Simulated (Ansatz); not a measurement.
## Molecular dynamics of GaH3BrCl

The run: molecular dynamics of GaH3BrCl. Method and program: RKS PBE0-D4/def2-SVP (Ansatz 0.2.0).

Figures and captions count atoms from 1; the log counts them from 0 in places.

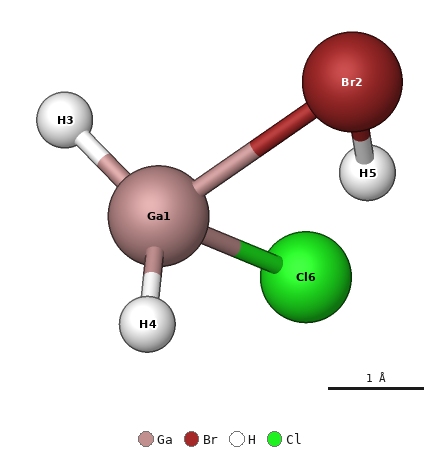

The structure as given in the input (ball-and-stick view, seen at an oblique angle; atoms are numbered from 1 in the order of the input). Sticks mark near contacts. Bond lengths as drawn: Br–Ga 2.59 Å, Br–H 1.63 Å, Cl–Ga 2.34 Å and Ga–H 1.55 Å.

Summary:

```tsv
quantity	value
outcome	finished
mean temperature over the second half	241 K
trajectory	40 steps, 20 fs
ensemble	nve
temperature in the input	700 K
time step	0.5 fs
potential energy (last step)	−134958.6780 eV
mean-field energy (last step)	−134958.5439 eV
dispersion energy (last step)	−0.1341 eV
SCF solution under orbital rotations (last step)	stable
largest force (length of the vector) (last step)	2.295 eV/Å
dipole moment (last step)	0.86 D
hardware	4 threads of Arm Neoverse V2, 23 GiB of memory available, shared host
wall time	46 s (CPU time 2.7 min)
peak memory	0.41 GiB
```

So short a trajectory is not equilibrated.

Input file:
```yaml
crystal:
  periodic: [false, false, false]
  atoms:
    - {symbol: Ga, position_ang: [-0.404614, -0.593005, 0.394122]}
    - {symbol: Br, position_ang: [-0.602070, 1.802581, -0.577409]}
    - {symbol: H, position_ang: [-1.208405, -1.496283, -0.575905]}
    - {symbol: H, position_ang: [-0.358449, -0.408874, 1.932597]}
    - {symbol: H, position_ang: [0.817036, 1.023076, -0.720324]}
    - {symbol: Cl, position_ang: [1.756401, -0.327495, -0.453181]}
basis:
  gaussian: {orbitals: def2-SVP}
hamiltonian: {xc: pbe0, dispersion: d4}
md: {n_steps: 40, timestep: 0.5, temperature: 700, ensemble: nve, seed: 258, initial_velocities: maxwell_boltzmann}
```

Launch command:
```bash
ansatz run in.yaml --threads 4 --pin off --events-out ev --progress --plain --max-ram 9574MiB
```

The program's output:
```
Functional definition: PBE0
  name "PBE0"
  cite "Adamo & Barone, J. Chem. Phys. 110, 6158 (1999) doi:10.1063/1.478522"
  cite "Perdew, Burke & Ernzerhof, Phys. Rev. Lett. 77, 3865 (1996) doi:10.1103/PhysRevLett.77.3865"
  parent pbe
  parameter a = 0.25
  parameter kappa = 0.804
  parameter beta = 0.06672455060314922
  exchange = (1 - a)*pbe_x(kappa = kappa, mu = beta*pi^2/3) + a*exact_x
  correlation = pbe_c(beta = beta)
997 factors; integrals over basis functions are off by at most 2.9e-4 eV
mean field evaluation 1: about -134958.2065 eV, gradient 2.0e1 eV
mean field evaluation 2: about -134958.1710 eV, gradient 2.3e1 eV
mean field evaluation 4: about -134958.8231 eV, gradient 2.1e-1 eV
mean field evaluation 8: about -134958.8274 eV, gradient 1.3e-2 eV
mean field -134958.82742722 eV, -4959.6454295715 hartree, gradient 3.5e-5 eV, S^2 0.000000; 0 other end points of the search recorded, 0 dependent functions left out
the calculation of the forces begins
reference -134958.82745379 eV, -4959.6454305481 hartree; 43, 43 occupied and 54, 54 virtual orbitals, 997 factors
md step     0: t =     0.00 fs  T =   700.0 K  F+E_penalty+E_count = -134958.96203857 eV  E_kin = 0.361928 eV  conserved = -134958.60011057 eV  (24 SCF iters)
these checks for a lower state are left out or cut short: starts, cluster_reference, orbital_swaps, neighbouring_geometries, increment
997 factors; integrals over basis functions are off by at most 3.0e-4 eV
mean field evaluation 16: about -134958.8174 eV, gradient 2.7e-3 eV
mean field -134958.82180269 eV, -4959.6452228739 hartree, gradient 6.3e-5 eV, S^2 0.000000; 0 other end points of the search recorded, 0 dependent functions left out
the calculation of the forces begins
reference -134958.82182926 eV, -4959.6452238503 hartree; 43, 43 occupied and 54, 54 virtual orbitals, 997 factors
md step     1: t =     0.50 fs  T =   689.1 K  F+E_penalty+E_count = -134958.95625216 eV  E_kin = 0.356284 eV  conserved = -134958.59996779 eV  (24 SCF iters, 3 dispersion substeps)
[... from here on the SCF iterations and repeated set-up lines of each step are left out, up to the last step ...]
md step     2: t =     1.00 fs  T =   656.0 K  F+E_penalty+E_count = -134958.93891820 eV  E_kin = 0.339156 eV  conserved = -134958.59976231 eV  (24 SCF iters, 3 dispersion substeps)
md step     3: t =     1.50 fs  T =   606.2 K  F+E_penalty+E_count = -134958.91294522 eV  E_kin = 0.313408 eV  conserved = -134958.59953724 eV  (24 SCF iters, 3 dispersion substeps)
md step     4: t =     2.00 fs  T =   546.1 K  F+E_penalty+E_count = -134958.88166716 eV  E_kin = 0.282347 eV  conserved = -134958.59932001 eV  (24 SCF iters, 3 dispersion substeps)
md step     5: t =     2.50 fs  T =   482.1 K  F+E_penalty+E_count = -134958.84837502 eV  E_kin = 0.249246 eV  conserved = -134958.59912873 eV  (24 SCF iters, 3 dispersion substeps)
md step     6: t =     3.00 fs  T =   419.8 K  F+E_penalty+E_count = -134958.81601706 eV  E_kin = 0.217045 eV  conserved = -134958.59897210 eV  (24 SCF iters, 3 dispersion substeps)
md step     7: t =     3.50 fs  T =   364.0 K  F+E_penalty+E_count = -134958.78704236 eV  E_kin = 0.188190 eV  conserved = -134958.59885267 eV  (25 SCF iters, 3 dispersion substeps)
md step     8: t =     4.00 fs  T =   318.3 K  F+E_penalty+E_count = -134958.76333767 eV  E_kin = 0.164567 eV  conserved = -134958.59877025 eV  (25 SCF iters, 3 dispersion substeps)
md step     9: t =     4.50 fs  T =   285.3 K  F+E_penalty+E_count = -134958.74621564 eV  E_kin = 0.147492 eV  conserved = -134958.59872366 eV  (23 SCF iters, 3 dispersion substeps)
md step    10: t =     5.00 fs  T =   266.3 K  F+E_penalty+E_count = -134958.73642388 eV  E_kin = 0.137712 eV  conserved = -134958.59871150 eV  (23 SCF iters, 3 dispersion substeps)
md step    11: t =     5.50 fs  T =   261.9 K  F+E_penalty+E_count = -134958.73415690 eV  E_kin = 0.135423 eV  conserved = -134958.59873381 eV  (24 SCF iters, 3 dispersion substeps)
md step    12: t =     6.00 fs  T =   271.3 K  F+E_penalty+E_count = -134958.73905669 eV  E_kin = 0.140265 eV  conserved = -134958.59879142 eV  (24 SCF iters, 3 dispersion substeps)
md step    13: t =     6.50 fs  T =   292.7 K  F+E_penalty+E_count = -134958.75020432 eV  E_kin = 0.151318 eV  conserved = -134958.59888610 eV  (23 SCF iters, 3 dispersion substeps)
md step    14: t =     7.00 fs  T =   323.2 K  F+E_penalty+E_count = -134958.76610613 eV  E_kin = 0.167088 eV  conserved = -134958.59901852 eV  (27 SCF iters, 3 dispersion substeps)
md step    15: t =     7.50 fs  T =   358.8 K  F+E_penalty+E_count = -134958.78469463 eV  E_kin = 0.185508 eV  conserved = -134958.59918698 eV  (26 SCF iters, 3 dispersion substeps)
md step    16: t =     8.00 fs  T =   394.5 K  F+E_penalty+E_count = -134958.80336921 eV  E_kin = 0.203983 eV  conserved = -134958.59938620 eV  (26 SCF iters, 3 dispersion substeps)
md step    17: t =     8.50 fs  T =   424.5 K  F+E_penalty+E_count = -134958.81910961 eV  E_kin = 0.219507 eV  conserved = -134958.59960248 eV  (25 SCF iters, 3 dispersion substeps)
md step    18: t =     9.00 fs  T =   442.7 K  F+E_penalty+E_count = -134958.82871019 eV  E_kin = 0.228899 eV  conserved = -134958.59981076 eV  (25 SCF iters, 3 dispersion substeps)
md step    19: t =     9.50 fs  T =   443.3 K  F+E_penalty+E_count = -134958.82918184 eV  E_kin = 0.229205 eV  conserved = -134958.59997708 eV  (26 SCF iters, 3 dispersion substeps)
md step    20: t =    10.00 fs  T =   422.2 K  F+E_penalty+E_count = -134958.81832255 eV  E_kin = 0.218269 eV  conserved = -134958.60005340 eV  (25 SCF iters, 3 dispersion substeps)
md step    21: t =    10.50 fs  T =   378.0 K  F+E_penalty+E_count = -134958.79543102 eV  E_kin = 0.195438 eV  conserved = -134958.59999294 eV  (25 SCF iters, 3 dispersion substeps)
md step    22: t =    11.00 fs  T =   313.7 K  F+E_penalty+E_count = -134958.76198430 eV  E_kin = 0.162218 eV  conserved = -134958.59976607 eV  (25 SCF iters, 3 dispersion substeps)
md step    23: t =    11.50 fs  T =   237.2 K  F+E_penalty+E_count = -134958.72201221 eV  E_kin = 0.122626 eV  conserved = -134958.59938589 eV  (26 SCF iters, 3 dispersion substeps)
md step    24: t =    12.00 fs  T =   160.3 K  F+E_penalty+E_count = -134958.68181880 eV  E_kin = 0.082894 eV  conserved = -134958.59892434 eV  (26 SCF iters, 3 dispersion substeps)
md step    25: t =    12.50 fs  T =    97.3 K  F+E_penalty+E_count = -134958.64882468 eV  E_kin = 0.050321 eV  conserved = -134958.59850379 eV  (26 SCF iters, 3 dispersion substeps)
md step    26: t =    13.00 fs  T =    60.8 K  F+E_penalty+E_count = -134958.62967152 eV  E_kin = 0.031413 eV  conserved = -134958.59825880 eV  (23 SCF iters, 3 dispersion substeps)
md step    27: t =    13.50 fs  T =    57.9 K  F+E_penalty+E_count = -134958.62819474 eV  E_kin = 0.029920 eV  conserved = -134958.59827520 eV  (23 SCF iters, 3 dispersion substeps)
md step    28: t =    14.00 fs  T =    88.2 K  F+E_penalty+E_count = -134958.64414184 eV  E_kin = 0.045595 eV  conserved = -134958.59854696 eV  (23 SCF iters, 3 dispersion substeps)
md step    29: t =    14.50 fs  T =   143.7 K  F+E_penalty+E_count = -134958.67326110 eV  E_kin = 0.074282 eV  conserved = -134958.59897948 eV  (26 SCF iters, 3 dispersion substeps)
md step    30: t =    15.00 fs  T =   211.4 K  F+E_penalty+E_count = -134958.70871410 eV  E_kin = 0.109277 eV  conserved = -134958.59943687 eV  (26 SCF iters, 3 dispersion substeps)
md step    31: t =    15.50 fs  T =   277.2 K  F+E_penalty+E_count = -134958.74312730 eV  E_kin = 0.143326 eV  conserved = -134958.59980164 eV  (26 SCF iters, 3 dispersion substeps)
md step    32: t =    16.00 fs  T =   329.6 K  F+E_penalty+E_count = -134958.77041717 eV  E_kin = 0.170408 eV  conserved = -134958.60000957 eV  (26 SCF iters, 3 dispersion substeps)
md step    33: t =    16.50 fs  T =   361.3 K  F+E_penalty+E_count = -134958.78683747 eV  E_kin = 0.186784 eV  conserved = -134958.60005349 eV  (25 SCF iters, 3 dispersion substeps)
md step    34: t =    17.00 fs  T =   369.8 K  F+E_penalty+E_count = -134958.79116732 eV  E_kin = 0.191201 eV  conserved = -134958.59996611 eV  (25 SCF iters, 3 dispersion substeps)
md step    35: t =    17.50 fs  T =   356.8 K  F+E_penalty+E_count = -134958.78428998 eV  E_kin = 0.184496 eV  conserved = -134958.59979360 eV  (25 SCF iters, 3 dispersion substeps)
md step    36: t =    18.00 fs  T =   326.7 K  F+E_penalty+E_count = -134958.76851310 eV  E_kin = 0.168930 eV  conserved = -134958.59958269 eV  (26 SCF iters, 3 dispersion substeps)
md step    37: t =    18.50 fs  T =   285.3 K  F+E_penalty+E_count = -134958.74687559 eV  E_kin = 0.147510 eV  conserved = -134958.59936551 eV  (26 SCF iters, 3 dispersion substeps)
md step    38: t =    19.00 fs  T =   238.7 K  F+E_penalty+E_count = -134958.72260686 eV  E_kin = 0.123441 eV  conserved = -134958.59916546 eV  (26 SCF iters, 3 dispersion substeps)
md step    39: t =    19.50 fs  T =   192.9 K  F+E_penalty+E_count = -134958.69875049 eV  E_kin = 0.099756 eV  conserved = -134958.59899469 eV  (26 SCF iters, 3 dispersion substeps)
these checks for a lower state are left out or cut short: starts, cluster_reference, orbital_swaps, neighbouring_geometries, increment
997 factors; integrals over basis functions are off by at most 4.2e-4 eV
mean field -134958.54386650 eV, -4959.6350089072 hartree, gradient 6.7e-5 eV, S^2 0.000000; 0 other end points of the search recorded, 0 dependent functions left out
the calculation of the forces begins
reference -134958.54389291 eV, -4959.6350098779 hartree; 43, 43 occupied and 54, 54 virtual orbitals, 997 factors
997 factors; integrals over basis functions are off by at most 4.2e-4 eV
mean field -134958.54386650 eV, -4959.6350089072 hartree, gradient 6.7e-5 eV, S^2 0.000000; 1 other end points of the search recorded, 0 dependent functions left out
the calculation of the forces begins
reference -134958.54389291 eV, -4959.6350098779 hartree; 43, 43 occupied and 54, 54 virtual orbitals, 997 factors
md step    40: t =    20.00 fs  T =   153.0 K  F+E_penalty+E_count = -134958.67794794 eV  E_kin = 0.079089 eV  conserved = -134958.59885881 eV  (25 SCF iters, 3 dispersion substeps)
```

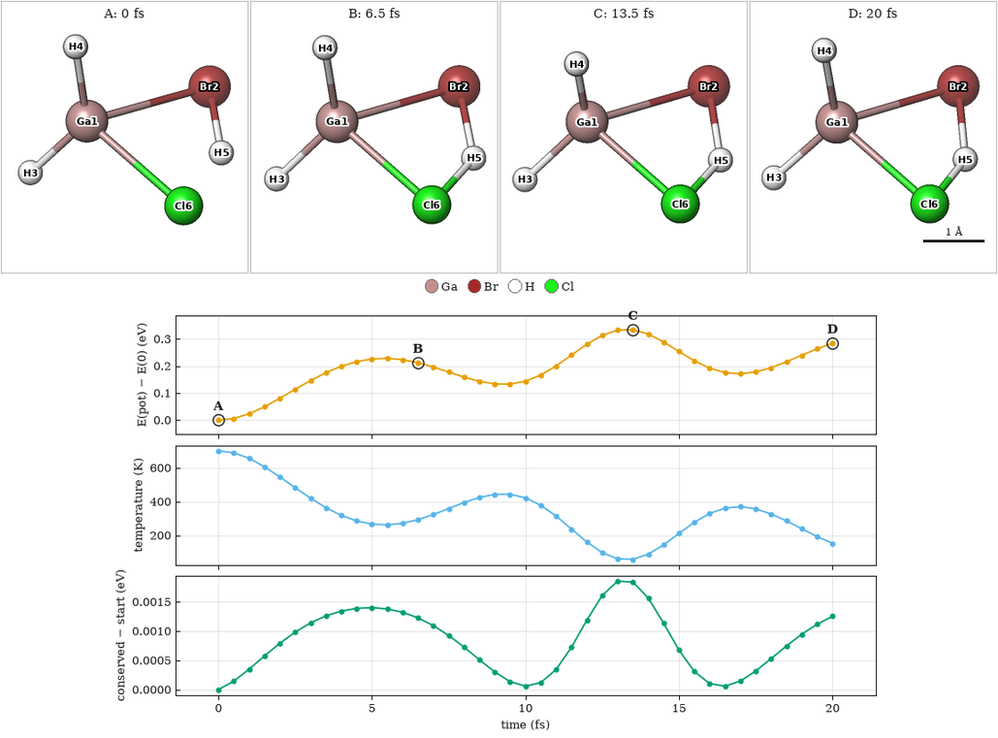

Frames of the molecular dynamics (ball-and-stick, seen at a tilt) above the curves, on which the letters mark them. The trajectory kept here has 41 frames over 20 fs. The temperature starts at 700 K, ranges from 58 to 700 K and averages 241 K over the second half. The potential energy ends 0.284 eV above its first value. The conserved quantity stays within 0.0019 eV. After an unweighted best fit of the last frame on the first, the root-mean-square displacement is 0.11 Å.

```
Total energy: -134958.67797435 eV, -4959.6399372800 hartree
Atom 0 at    -0.381473    -0.586340     0.378545 Å, force    -0.865031    -0.094465     2.123249 eV/Å
Atom 1 at    -0.606601     1.808615    -0.577777 Å, force    -0.052581    -0.499151     0.179061 eV/Å
Atom 2 at    -1.080818    -1.668631    -0.498515 Å, force    -0.140412     0.192136    -0.025068 eV/Å
Atom 3 at    -0.132139    -0.526358     2.060360 Å, force    -0.437627     0.065756    -1.580086 eV/Å
Atom 4 at     0.904336     0.866991    -0.711175 Å, force     0.030371     0.364856    -0.120148 eV/Å
Atom 5 at     1.708554    -0.341526    -0.427807 Å, force     1.465281    -0.029131    -0.577009 eV/Å
Dipole moment:     0.080185    -0.155299    -0.034506 e Å
```

Trajectory as extended XYZ (Å, eV, eV/Å), 15 of the 41 frames kept, from step=0 to step=40:
```
6
Properties=species:S:1:pos:R:3:forces:R:3 step=0 time_fs=0.0 energy=-134958.96204 temperature=700.0
Ga   -0.4046   -0.5930    0.3941   -0.0923  -0.0645   0.0592
Br   -0.6021    1.8026   -0.5774   -0.0068   0.0180  -0.0055
H    -1.2084   -1.4963   -0.5759   -0.0242  -0.0186  -0.0216
H    -0.3584   -0.4089    1.9326   -0.0045   0.0066   0.0365
H     0.8170    1.0231   -0.7203    0.0181   0.0795  -0.0406
Cl    1.7564   -0.3275   -0.4532    0.1097  -0.0211  -0.0280
6
Properties=species:S:1:pos:R:3:forces:R:3 step=3 time_fs=1.5 energy=-134958.91294 temperature=606.2
Ga   -0.4023   -0.5922    0.3915   -0.0663   0.0196   1.0893
Br   -0.6026    1.8035   -0.5775    0.0739  -0.0911   0.0009
H    -1.1782   -1.5331   -0.5718   -0.0541   0.0457   0.0305
H    -0.3100   -0.4255    2.0120   -0.1282  -0.0835  -1.0184
H     0.8384    1.0196   -0.7377   -0.0564   0.0374   0.0219
Cl    1.7502   -0.3296   -0.4496    0.2310   0.0720  -0.1242
6
Properties=species:S:1:pos:R:3:forces:R:3 step=6 time_fs=3.0 energy=-134958.81602 temperature=419.8
Ga   -0.4000   -0.5914    0.3891   -0.0514   0.0169   1.6399
Br   -0.6032    1.8045   -0.5776    0.1363  -0.1828   0.0040
H    -1.1491   -1.5690   -0.5671   -0.0725   0.1179   0.0815
H    -0.2643   -0.4438    2.0703   -0.2486  -0.1012  -1.5901
H     0.8585    1.0169   -0.7545   -0.1153  -0.0129   0.0840
Cl    1.7442   -0.3316   -0.4462    0.3516   0.1622  -0.2194
6
Properties=species:S:1:pos:R:3:forces:R:3 step=9 time_fs=4.5 energy=-134958.74622 temperature=285.3
Ga   -0.3977   -0.5907    0.3873   -0.0625  -0.0387   1.8410
Br   -0.6037    1.8054   -0.5776    0.1788  -0.2566   0.0054
H    -1.1215   -1.6023   -0.5606   -0.0886   0.1887   0.1170
H    -0.2240   -0.4642    2.0949   -0.3441  -0.0742  -1.7902
H     0.8762    1.0139   -0.7696   -0.1561  -0.0646   0.1403
Cl    1.7384   -0.3336   -0.4429    0.4724   0.2455  -0.3135
6
Properties=species:S:1:pos:R:3:forces:R:3 step=11 time_fs=5.5 energy=-134958.73416 temperature=261.9
Ga   -0.3961   -0.5901    0.3864   -0.0853  -0.0912   1.8303
Br   -0.6040    1.8059   -0.5777    0.1960  -0.2967   0.0065
H    -1.1042   -1.6224   -0.5549   -0.1023   0.2294   0.1258
H    -0.2010   -0.4787    2.0902   -0.3894  -0.0403  -1.7592
H     0.8862    1.0112   -0.7780   -0.1725  -0.0965   0.1722
Cl    1.7347   -0.3348   -0.4408    0.5535   0.2954  -0.3756
6
Properties=species:S:1:pos:R:3:forces:R:3 step=14 time_fs=7.0 energy=-134958.76611 temperature=323.2
Ga   -0.3939   -0.5894    0.3855   -0.1491  -0.1789   1.5979
Br   -0.6044    1.8067   -0.5777    0.2056  -0.3453   0.0099
H    -1.0801   -1.6483   -0.5442   -0.1319   0.2722   0.1105
H    -0.1737   -0.5011    2.0521   -0.4205   0.0289  -1.4596
H     0.8981    1.0054   -0.7875   -0.1803  -0.1357   0.2080
Cl    1.7294   -0.3365   -0.4378    0.6762   0.3588  -0.4667
6
Properties=species:S:1:pos:R:3:forces:R:3 step=17 time_fs=8.5 energy=-134958.81911 temperature=424.5
Ga   -0.3916   -0.5887    0.3850   -0.2708  -0.2654   1.0221
Br   -0.6048    1.8074   -0.5778    0.1968  -0.3829   0.0174
H    -1.0589   -1.6684   -0.5312   -0.1738   0.2867   0.0585
H    -0.1553   -0.5228    1.9832   -0.3841   0.1164  -0.7709
H     0.9061    0.9966   -0.7926   -0.1685  -0.1599   0.2265
Cl    1.7245   -0.3379   -0.4351    0.8003   0.4051  -0.5535
6
Properties=species:S:1:pos:R:3:forces:R:3 step=20 time_fs=10.0 energy=-134958.81832 temperature=422.2
Ga   -0.3895   -0.5881    0.3849   -0.4823  -0.3353   0.0020
Br   -0.6051    1.8079   -0.5779    0.1723  -0.4126   0.0300
H    -1.0414   -1.6823   -0.5169   -0.2253   0.2704  -0.0250
H    -0.1451   -0.5420    1.8984   -0.2494   0.2116   0.3988
H     0.9105    0.9845   -0.7927   -0.1399  -0.1642   0.2257
Cl    1.7201   -0.3391   -0.4327    0.9247   0.4300  -0.6315
6
Properties=species:S:1:pos:R:3:forces:R:3 step=23 time_fs=11.5 energy=-134958.72201 temperature=237.2
Ga   -0.3875   -0.5875    0.3848   -0.7677  -0.3659  -1.2730
Br   -0.6054    1.8084   -0.5779    0.1358  -0.4370   0.0480
H    -1.0288   -1.6905   -0.5032   -0.2788   0.2282  -0.1223
H    -0.1400   -0.5567    1.8228   -0.0353   0.2900   1.8355
H     0.9120    0.9688   -0.7881   -0.0996  -0.1441   0.2051
Cl    1.7163   -0.3401   -0.4308    1.0456   0.4288  -0.6934
6
Properties=species:S:1:pos:R:3:forces:R:3 step=26 time_fs=13.0 energy=-134958.62967 temperature=60.8
Ga   -0.3858   -0.5871    0.3843   -0.9844  -0.3416  -1.9980
Br   -0.6056    1.8087   -0.5780    0.0920  -0.4572   0.0712
H    -1.0222   -1.6937   -0.4921   -0.3217   0.1738  -0.2035
H    -0.1359   -0.5652    1.7858    0.1115   0.3237   2.6937
H     0.9113    0.9501   -0.7791   -0.0543  -0.0964   0.1657
Cl    1.7132   -0.3408   -0.4292    1.1569   0.3976  -0.7291
6
Properties=species:S:1:pos:R:3:forces:R:3 step=29 time_fs=14.5 energy=-134958.67326 temperature=143.7
Ga   -0.3844   -0.5869    0.3833   -0.9853  -0.2754  -1.4380
Br   -0.6059    1.8090   -0.5780    0.0464  -0.4739   0.0984
H    -1.0224   -1.6932   -0.4853   -0.3401   0.1273  -0.2397
H    -0.1297   -0.5668    1.8044    0.0375   0.3069   2.2012
H     0.9094    0.9294   -0.7665   -0.0117  -0.0204   0.1101
Cl    1.7107   -0.3412   -0.4281    1.2532   0.3355  -0.7320
6
Properties=species:S:1:pos:R:3:forces:R:3 step=31 time_fs=15.5 energy=-134958.74313 temperature=277.2
Ga   -0.3836   -0.5867    0.3823   -0.9026  -0.2235  -0.5508
Br   -0.6060    1.8090   -0.5780    0.0178  -0.4832   0.1173
H    -1.0266   -1.6913   -0.4836   -0.3338   0.1102  -0.2336
H    -0.1250   -0.5642    1.8440   -0.1017   0.2739   1.3174
H     0.9079    0.9152   -0.7568    0.0113   0.0444   0.0666
Cl    1.7095   -0.3414   -0.4277    1.3090   0.2783  -0.7169
6
Properties=species:S:1:pos:R:3:forces:R:3 step=34 time_fs=17.0 energy=-134958.79117 temperature=369.8
Ga   -0.3826   -0.5865    0.3807   -0.7976  -0.1550   0.7961
Br   -0.6062    1.8090   -0.5780   -0.0187  -0.4943   0.1439
H    -1.0389   -1.6864   -0.4852   -0.2949   0.1126  -0.1859
H    -0.1202   -0.5555    1.9241   -0.3034   0.2056  -0.0747
H     0.9060    0.8950   -0.7411    0.0334   0.1558  -0.0025
Cl    1.7083   -0.3415   -0.4273    1.3812   0.1754  -0.6770
6
Properties=species:S:1:pos:R:3:forces:R:3 step=37 time_fs=18.5 energy=-134958.74688 temperature=285.3
Ga   -0.3819   -0.5864    0.3794   -0.7920  -0.1119   1.6946
Br   -0.6064    1.8089   -0.5779   -0.0434  -0.5006   0.1654
H    -1.0574   -1.6791   -0.4907   -0.2261   0.1450  -0.1090
H    -0.1218   -0.5423    2.0032   -0.4140   0.1318  -1.0561
H     0.9048    0.8781   -0.7254    0.0388   0.2697  -0.0679
Cl    1.7080   -0.3415   -0.4274    1.4367   0.0660  -0.6270
6
Properties=species:S:1:pos:R:3:forces:R:3 step=40 time_fs=20.0 energy=-134958.67795 temperature=153.0
Ga   -0.3815   -0.5863    0.3785   -0.8650  -0.0945   2.1232
Br   -0.6066    1.8086   -0.5778   -0.0526  -0.4992   0.1791
H    -1.0808   -1.6686   -0.4985   -0.1404   0.1921  -0.0251
H    -0.1321   -0.5264    2.0604   -0.4376   0.0658  -1.5801
H     0.9043    0.8670   -0.7112    0.0304   0.3649  -0.1201
Cl    1.7086   -0.3415   -0.4278    1.4653  -0.0291  -0.5770
```
